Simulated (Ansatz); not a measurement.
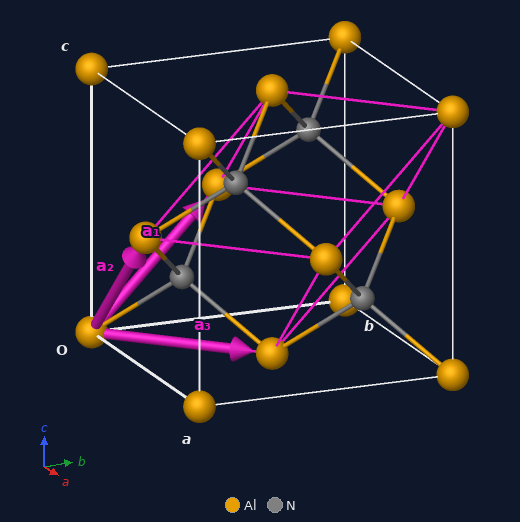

The conventional cell (thin) and a primitive cell (coloured, vectors a₁, a₂, a₃). Crystal: AlN, the input geometry of an electronic-structure calculation (not necessarily at equilibrium). Symmetry computed with spglib at a tolerance of 0.002 Å; standard conventional cell.

a = 4.368 Å, b = 4.368 Å, c = 4.368 Å, α = 90.00°, β = 90.00°, γ = 90.00°.

What is the centring, and how are the primitive vectors built?

F, face-centred cubic, with lattice points at (0, 0, 0), (1/2, 1/2, 0), (1/2, 0, 1/2), (0, 1/2, 1/2). a₁ = 1/2 b + 1/2 c; a₂ = 1/2 a + 1/2 c; a₃ = 1/2 a + 1/2 b.

Give the primitive cell's size and content.

Edges 3.089, 3.089, 3.089 Å; angles 60.00°, 60.00°, 60.00°; volume 20.83 Å³, 1/4 of the conventional cell; 2 of its 8 atoms.
